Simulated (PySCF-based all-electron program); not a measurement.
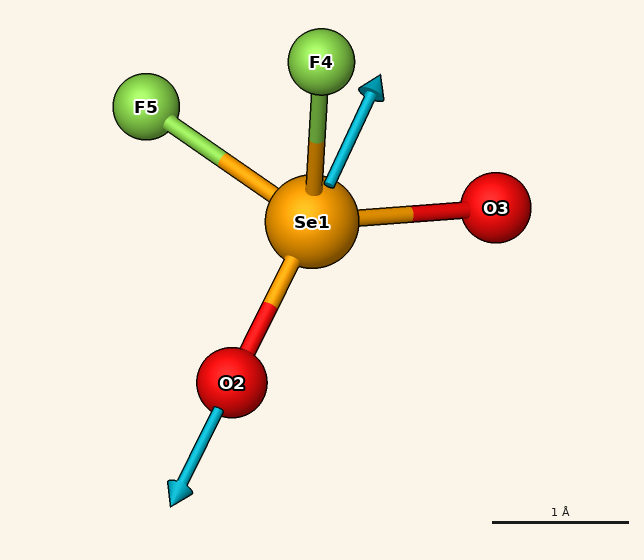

Arrows show the forces on the atoms, 0.08 Å of arrow for 1 eV/Å; forces under a tenth of the largest aren't drawn. Level of theory: HSE06, all-electron, scalar-relativistic (Koelling-Harmon), large uncontracted Gaussian sets (PySCF-based all-electron program).

Q: On which atom is the force largest, and how large is it?

A: On Se1: 12.28 eV/Å.

Q: Along which bond is the force strongest?

A: Se1–O2, now 1.438 Å: the forces push its atoms apart, so a first step downhill lengthens it.

List the force components in the frame of the picture (x right, y up, z towards the viewer), in eV/Å.

```tsv
atom	Fx	Fy	Fz
Se1	4.82	10.37	−4.49
O2	−4.51	−9.12	4.11
O3	−1.05	−0.06	0.63
F4	−0.04	−0.69	−0.80
F5	0.77	−0.49	0.55
```
